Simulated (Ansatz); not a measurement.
# ZnNi (Pm-3m): the cell at rest

Wanted: the relaxed cell of ZnNi (Pm-3m).

Calculated with Ansatz 0.2.0; DFT LDA, scalar-relativistic, plane waves, PAW.

The database entry behind the starting cell is an old determination (1936), so it need not match the best structure at ambient conditions.

## (1) Starting point

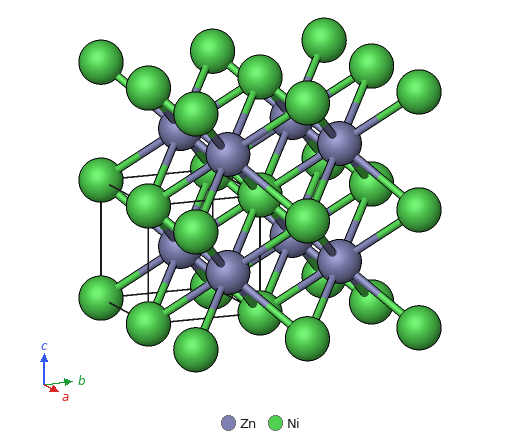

The starting structure, seen slightly off an axis (zinc blue, nickel green). 2×2×2 cells are drawn. Some periodic images of atoms are drawn too.

## (2) Probe on a coarse mesh

First a cheap look: the gap decides the mesh and the occupations, the pressure tells how far the cell has to move.

File input.yaml:

```yaml
crystal:
  lattice:
    - [2.9083, 0.0, 0.0]
    - [0.0, 2.9083, 0.0]
    - [0.0, 0.0, 2.9083]
  atoms:
    - { symbol: Zn, position: [0.5, 0.5, 0.5] }
    - { symbol: Ni, position: [0.0, 0.0, 0.0] }
kpoints:
  mp_grid: { grid: [6, 6, 6] }
hamiltonian:
  xc: lda
scf:
  occupations: { method: gaussian, width: 0.1 }
output:
  forces: true
  stress: true
  eigenvalues: true
```

Run with:

```
ansatz run input.yaml --threads 4 --pin off --max-ram 7168MiB --backend cpu --events-out ev --progress --plain --runs-dir out
```

Numbers of over 12 decimals in the logs are rounded to 6 here.

Log:

```text
Engine: ansatz 0.2.0, aarch64-unknown-linux-gnu
Pseudopotentials: kind: paw
Pseudopotential: Zn, paw, valence charge 12, recommended cutoff 420 eV (normal), Zn.paw.azcp
Pseudopotential: Ni, paw, valence charge 18, recommended cutoff 420 eV (normal), Ni.paw.azcp
Functional definition: SPW92
  exchange = slater_x
  correlation = pw_c
Crystal: 2 atoms, lattice volume = 24.599 Å³
Basis set: ecut = 420 eV, 461 PW (Γ)
[...]
--- Band table (eV; the first three rows and the last of 20) ---
  k-point 0: bands = [... 11 lower, 12.1518, 13.3710, 13.3710, 13.3710, 21.2928, 21.2928, 21.2928, 26.8190]
  k-point 1: bands = [... 11 lower, 12.1557, 13.1559, 13.1559, 13.3521, 18.2482, 22.1187, 22.1187, 27.0364]
  k-point 2: bands = [... 11 lower, 12.0748, 12.7846, 12.7846, 13.3139, 14.9172, 24.2974, 24.2974, 27.7064]
  k-point 19: bands = [... 11 lower, 11.1534, 13.6888, 13.6888, 18.6396, 19.5946, 19.5946, 19.5946, 20.1117]
[key lines of the parts left out:]
SCF converged after 6 iterations
Free energy (F): -9020.057865 eV
Fermi energy:    14.165582 eV
P = ⅓ Tr σ = -15.6498 GPa (-156.498 kbar)
```

It took 0.59 s on 4 threads of Arm Neoverse N1, shared host; peak memory 0.28 GiB.

This step gave:

```
pressure          : -15.65 GPa
volume per atom   : 12.30 Å³
gap on the k-mesh : 0 eV
```

The coarse mesh shows no gap and a pressure of -15.6 GPa.

## (3) Rough relaxation

The start is far from rest, so a relaxation with loose tolerances brings it close first.

input.yaml, the sections that differ from step 2:

```yaml
kpoints:
  mp_grid: { grid: [8, 8, 8] }
relax:
  adjacent_minimum: "off"
  f_tol: 0.05
  max_steps: 80
  cell: { stress_tol: 0.5 }
# crystal, hamiltonian, scf, output: as in step 2
```

Log:

```text
[...]
Crystal: 2 atoms, lattice volume = 24.599 Å³
Basis set: ecut = 420 eV, 461 PW (Γ)
Bands: 19, of which v1, the nominal top of the filled ones, is band 15 counted from 1 (14 counted from 0)
Symmetry: 48 space group operations
[...]
k-points: 35 of 512
[...]
--- Relaxed structure (4 steps of the walk, 4 accepted, 1 SCFs on fresh bases) ---
  F+E_penalty+E_count = -9020.20398387 eV   max|allowed force component| = 1.433e-29 eV/Å   (the final SCF, on the basis selected at the relaxed cell)
  cell:  # Å, volume = 22.1236 Å³
    - [2.807275, 0, 0]
    - [0, 2.807275, 0]
    - [0, 0, 2.807275]
  atoms:
    - { symbol: Zn, position: [0.500000, 0.500000, 0.500000] }
    - { symbol: Ni, position: [0, 0, 0] }
[key lines of the parts left out:]
SCF converged after 6 iterations
Free energy (F): -9020.203984 eV
Fermi energy:    16.314157 eV
P = ⅓ Tr σ = -0.1625 GPa (-1.625 kbar)
```

It took 3.7 s on 4 threads; peak memory 0.31 GiB; 11 s of CPU time.

Relaxation path:

| step | energy less that of the first step (eV) | largest force component (eV/Å) | pressure (GPa) | volume (Å³) |
| --- | --- | --- | --- | --- |
| 1 | 0.0000 | 0.0000 | -15.78 | 24.60 |
| 2 | -0.1159 | 0.0000 | -7.10 | 23.03 |
| 3 | -0.1366 | 0.0000 | 1.94 | 21.89 |
| 4 | -0.1378 | 0.0000 | -0.15 | 22.12 |
| 5* | -0.1364 | 0.0000 | -0.16 | 22.12 |

Relaxation steps marked * repeat the geometry before them on a plane-wave basis chosen anew for their cell, so energy and pressure can jump there.

Forces are held to the 48 operations that the run works with; a distortion that breaks them can't arise in this run.

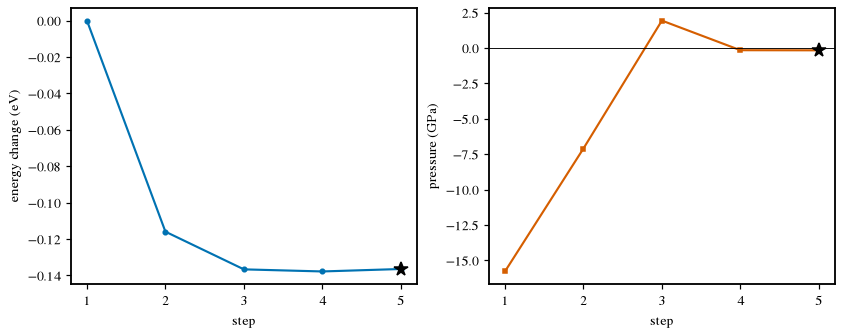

Energy and pressure along the relaxation. Stars mark steps on a basis chosen anew.

| conventional cell, symmetrised | before | after | change |
| --- | --- | --- | --- |
| a (Å) | 2.908 | 2.807 | -3.5 % |
| b (Å) | 2.908 | 2.807 | -3.5 % |
| c (Å) | 2.908 | 2.807 | -3.5 % |
| volume (Å³/atom) | 12.30 | 11.06 | -10.1 % |

The relaxed structure:

```cif
data_structure
_symmetry_space_group_name_H-M 'P 1'
_symmetry_Int_Tables_number 1
_cell_length_a 2.8073
_cell_length_b 2.8073
_cell_length_c 2.8073
_cell_angle_alpha 90.000
_cell_angle_beta 90.000
_cell_angle_gamma 90.000
_cell_volume 22.12
loop_
_atom_site_label
_atom_site_type_symbol
_atom_site_fract_x
_atom_site_fract_y
_atom_site_fract_z
_atom_site_occupancy
Zn1 Zn 0.50000 0.50000 0.50000 1
Ni2 Ni 0.00000 0.00000 0.00000 1
```

This step gave:

```yaml
pressure: -0.1625 GPa
volume_per_atom: 11.06 Å³
```

In this step the volume went from 12.30 to 11.06 Å³/atom.

## (4) Bringing the structure to rest

The cell and atoms are relaxed, since residual forces and stress would shift the frequencies.

input.yaml, the sections that differ from step 3:

```yaml
crystal:
  lattice:
    - [2.8072750911, 0.0, 0.0]
    - [0.0, 2.8072750911, 0.0]
    - [0.0, 0.0, 2.8072750911]
  atoms:
    - { symbol: Zn, position: [0.5, 0.5, 0.5] }
    - { symbol: Ni, position: [0.0, 0.0, 0.0] }
kpoints:
  mp_grid: { grid: [14, 14, 14] }
relax:
  adjacent_minimum: "off"
  f_tol: 0.005
  max_steps: 80
  cell: { stress_tol: 0.05 }
# hamiltonian, scf, output: as in step 3
```

Log:

```text
[...]
Crystal: 2 atoms, lattice volume = 22.124 Å³
Basis set: ecut = 420 eV, 461 PW (Γ)
Bands: 19, of which v1, the nominal top of the filled ones, is band 15 counted from 1 (14 counted from 0)
[... 1 set-up line as in the run before ...]
[...]
k-points: 120 of 2744
[...]
SCF iter   1: F=—  HF=-9020.212436 eV  |F-HF|=—  |Δ(HF+E_count)|=         —  Δρ=2.50e-2  dr2=7.56e-2  ethr=1.77e-3  ⟨swp⟩=5.2  Hψ=10153  notcnv=0
[...]
SCF iter   6: F=-9020.202089 eV  HF=-9020.202090 eV  |F-HF|=4.54e-8  |Δ(HF+E_count)|=   1.22e-6  Δρ=1.95e-5  dr2=3.25e-8  ethr=3.33e-10  ⟨swp⟩=4.9  Hψ=11940  notcnv=0
SCF 1 converged in 6 iterations: F = -9020.202089 eV  dr2 = 3.25e-8
[...]
relax step   1: F+E_penalty+E_count = -9020.20208947 eV  Δ(F+E_penalty+E_count) = +0.000e0 eV  max|allowed force component| = 8.612e-30 eV/Å  Δτ_max = 0.0000 Å  P = -0.131 GPa  Ω = 22.124 Å³  (6 SCF iters, dr2 threshold 1.00e-7 eV, accepted)
Crystal: 2 atoms, lattice volume = 22.116 Å³
[...]
SCF iter   6: F=-9020.202100 eV  HF=-9020.202100 eV  |F-HF|=1.82e-12  |Δ(HF+E_count)|=  9.09e-12  Δρ=1.89e-8  dr2=5.28e-14  ethr=1.00e-12  ⟨swp⟩=1.9  Hψ=5803  notcnv=0
SCF 2 converged in 6 iterations: F = -9020.202100 eV  dr2 = 5.28e-14
relax step   2: F+E_penalty+E_count = -9020.20210011 eV  Δ(F+E_penalty+E_count) = -1.064e-5 eV  max|allowed force component| = 2.399e-30 eV/Å  Δτ_max = 0.0000 Å  P = -0.064 GPa  Ω = 22.116 Å³  energy of the carried Pulay correction = +5.811e-6 eV  (6 SCF iters, dr2 threshold 4.30e-8 eV, accepted)
Crystal: 2 atoms, lattice volume = 22.108 Å³
Basis set: ecut = 420 eV, 437 PW (Γ)
[...]
SCF iter   6: F=-9020.202107 eV  HF=-9020.202107 eV  |F-HF|=0.00e0  |Δ(HF+E_count)|=  3.64e-12  Δρ=3.67e-8  dr2=1.50e-13  ethr=1.00e-12  ⟨swp⟩=2.2  Hψ=6895  notcnv=0
SCF 3 converged in 6 iterations: F = -9020.202107 eV  dr2 = 1.50e-13
relax step   3: F+E_penalty+E_count = -9020.20210705 eV  Δ(F+E_penalty+E_count) = -6.940e-6 eV  max|allowed force component| = 2.603e-29 eV/Å  Δτ_max = 0.0000 Å  P = +0.000 GPa  Ω = 22.108 Å³  energy of the carried Pulay correction = +1.129e-5 eV  (6 SCF iters, dr2 threshold 1.01e-8 eV, accepted)
[...]
SCF iter   1: F=—  HF=-9020.202095 eV  |F-HF|=—  |Δ(HF+E_count)|=         —  Δρ=2.20e-6  dr2=3.91e-10  ethr=1.39e-7  ⟨swp⟩=3.1  Hψ=16755  notcnv=0
eigensolver tolerance schedule: the retry pair's looser diagonalisation over-reported the residual by 106622.03 of it (diagonalisation noise at an unbounded share of the residual, at the tolerance the schedule requests for it); recorded, not acted on — ethr = c·dr2/N_el stays at c = 1.0e-1
SCF iter   2: F=—  HF=-9020.202099 eV  |F-HF|=—  |Δ(HF+E_count)|=   3.17e-6  Δρ=5.48e-7  dr2=1.82e-11  ethr=1.30e-12  ⟨swp⟩=3.8  Hψ=6258  notcnv=0
[...]
SCF iter   8: F=-9020.202099 eV  HF=-9020.202099 eV  |F-HF|=1.82e-12  |Δ(HF+E_count)|=  1.82e-12  Δρ=4.76e-10  dr2=2.45e-17  ethr=1.00e-12  ⟨swp⟩=3.0  Hψ=8066  notcnv=0
SCF 4 converged in 8 iterations: F = -9020.202099 eV  dr2 = 2.45e-17
relax step   4: F+E_penalty+E_count = -9020.20209865 eV  Δ(F+E_penalty+E_count) = +8.399e-6 eV  max|allowed force component| = 2.183e-29 eV/Å  Δτ_max = 0.0000 Å  P = +0.000 GPa  Ω = 22.108 Å³  stress off target by 6.86e-5 GPa  SCF on the basis re-selected at this cell (its energy is not comparable with the rows above)  (8 SCF iters)
[...]
SCF converged after 8 iterations
Free energy (F): -9020.202099 eV
[...]
Internal energy: -9020.195941 eV  (E = F + TS)
E sigma→0 (E₀):  -9020.199020 eV
Entropy (-TS):   -0.006157 eV (-3.079 meV/atom)
Fermi energy:    16.419754 eV
[...]
--- Stress (GPa, compression-positive) ---
        0.000069      -0.000000       0.000000
       -0.000000       0.000069       0.000000
        0.000000       0.000000       0.000069
  P = ⅓ Tr σ = 0.0001 GPa (0.001 kbar)
--- Band table (eV; the first three rows and the last of 120) ---
  k-point 0: bands = [... 11 lower, 13.9916, 15.3879, 15.3879, 15.3879, 23.8838, 23.8838, 23.8838, 29.7387]
  k-point 1: bands = [... 11 lower, 13.9990, 15.3335, 15.3335, 15.3824, 23.0415, 24.0597, 24.0597, 29.7761]
  k-point 2: bands = [... 11 lower, 14.0070, 15.1880, 15.1880, 15.3670, 21.3266, 24.5698, 24.5698, 29.8900]
  k-point 119: bands = [... 11 lower, 12.7812, 15.7463, 15.7463, 21.6112, 22.0801, 22.0801, 22.0801, 22.7158]
--- Relaxed structure (3 steps of the walk, 3 accepted, 1 SCFs on fresh bases) ---
[...]
cell:  # Å, volume = 22.1083 Å³
    - [2.806629, 0, 0.0]
    - [0, 2.806629, 0.0]
    - [0.0, 0.0, 2.806629]
  atoms:
    - { symbol: Zn, position: [0.500000, 0.500000, 0.500000] }
    - { symbol: Ni, position: [0, 0, 0] }
```

It took 7.3 s on 4 threads; peak memory 0.37 GiB.

Little changed from the start: no atom moved by 0.005 Å and no cell edge by 0.1 %.

This step gave:

* pressure: 6.86e-5 GPa
* volume per atom: 11.05 Å³

In this step the volume went from 11.06 to 11.05 Å³/atom.

## (5) Relaxing to small forces for the phonons

Phonons need a cell at rest on their own settings, so the relaxation is repeated with tight tolerances on forces and stress on the k mesh and occupations of the first response run.

File input.yaml:

```yaml
crystal:
  lattice:
    - [2.8066294868, 0.0, 0.0]
    - [0.0, 2.8066294868, 0.0]
    - [0.0, 0.0, 2.8066294868]
  atoms:
    - { symbol: Zn, position: [0.5, 0.5, 0.5] }
    - { symbol: Ni, position: [0.0, 0.0, 0.0] }
kpoints:
  mp_grid: { grid: [16, 16, 16] }
hamiltonian:
  xc: lda
scf:
  occupations: { method: methfessel_paxton, width: 0.15 }
output:
  forces: true
  stress: true
  eigenvalues: true
relax:
  adjacent_minimum: "off"
  f_tol: 0.001
  max_steps: 60
  cell: { stress_tol: 0.01 }
```

Log:

```text
[...]
Crystal: 2 atoms, lattice volume = 22.108 Å³
Basis set: ecut = 420 eV, 437 PW (Γ)
Bands: 19, of which v1, the nominal top of the filled ones, is band 15 counted from 1 (14 counted from 0)
[... 1 set-up line as in the run before ...]
[...]
k-points: 165 of 4096
[...]
k-point 164: bands = [... 11 lower, 12.7848, 15.7502, 15.7502, 21.6206, 22.0875, 22.0875, 22.0875, 22.7230]
--- Relaxed structure (3 steps of the walk, 3 accepted, 1 SCFs on fresh bases) ---
[...]
cell:  # Å, volume = 22.1014 Å³
    - [2.806337, 0, 0]
    - [0, 2.806337, 0.0]
    - [0, 0.0, 2.806337]
  atoms:
    - { symbol: Zn, position: [0.5, 0.5, 0.5] }
    - { symbol: Ni, position: [0, 0, 0] }
[key lines of the parts left out:]
SCF converged after 6 iterations
Free energy (F): -9020.199356 eV
Fermi energy:    16.408197 eV
P = ⅓ Tr σ = 0.0005 GPa (0.005 kbar)
```

Run time: 10 s. Hardware: 4 threads; peak memory 0.39 GiB; 29 s of CPU time.

Little changed from the start: no atom moved by 0.005 Å and no cell edge by 0.1 %.

Numbers from this step:

```
pressure : 4.68e-4 GPa
```

The forces vanish by symmetry and the pressure is 0.000 GPa, within the tolerances set. The cell now holds 11.05 Å³/atom.

## (6) What came out

```json
{
  "space group after relaxation (within 0.01 Å)": "Pm-3m",
  "lattice constant a": "2.806 Å",
  "lattice constant b": "2.806 Å",
  "lattice constant c": "2.806 Å",
  "volume per atom": "11.1 Å³"
}
```

What this shows: The forces vanish by symmetry and the pressure is 0.000 GPa, within the tolerances set. The cell now holds 11.05 Å³/atom. The relaxation keeps the symmetry of its start, so it says nothing on stability against lower symmetry. The runs are without spin polarisation, although Ni often carries a moment.

[Logs are printed without paths, hosts, clocks, repeated set-up lines and the standing remarks that a program may print on its own settings, such as how far it seeks lower states.]

[Hosts, paths, dates, database ids (printed as entryN), source tags and the programs' standing remarks are cut or masked in the printed files.]
